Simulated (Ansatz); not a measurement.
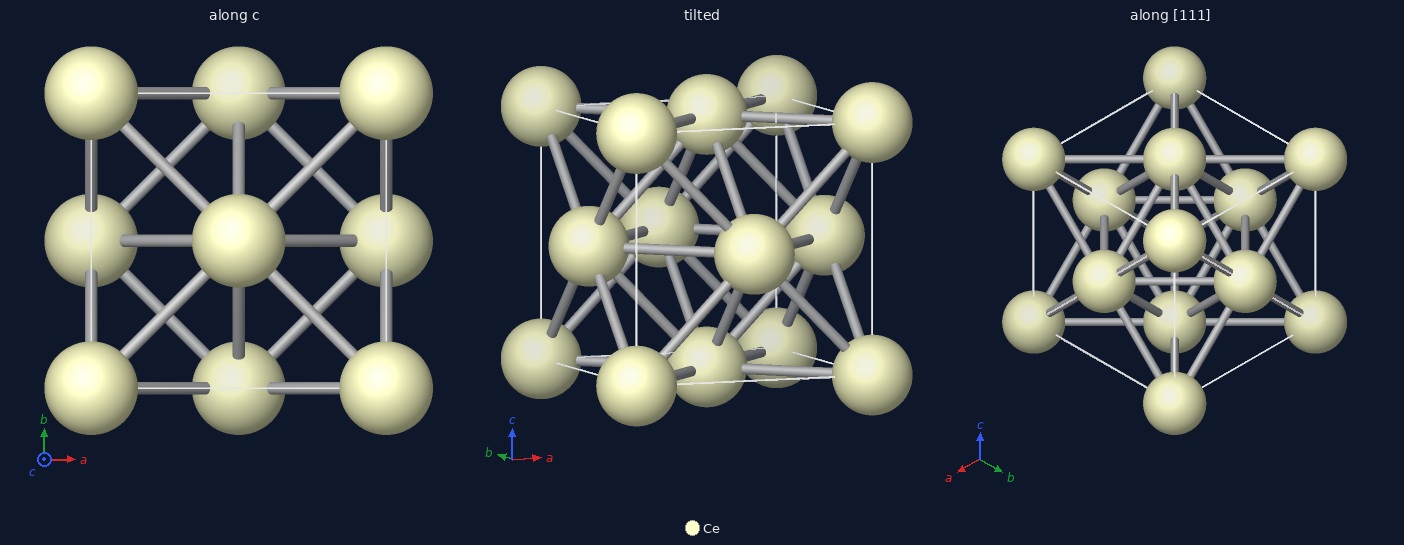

We look at a ball-and-stick model of the crystal along the c axis, slightly off an axis and along [111]. One conventional unit cell is framed, with atoms on its boundary repeated.

Unit-cell dimensions: a = 4.726 Å, b = 4.726 Å, c = 4.726 Å, α = 90.00°, β = 90.00°, γ = 90.00°.

Sticks mark Ce–Ce up to 3.74 Å (cut-off distances).

How many atoms does the cell contain?

4 (cerium), counting shared atoms by their share.

Lattice type?

Face-centred cubic.

Give the space group.

Fm-3m (No. 225), with Ce on 4a.

How do the bonded atoms link up through the crystal?

The bonds build a three-dimensional framework.

The initial geometry was the standard structure of this element. Earlier steps of the study may have refined or changed the cell and positions. It went into a calculation with Ansatz.
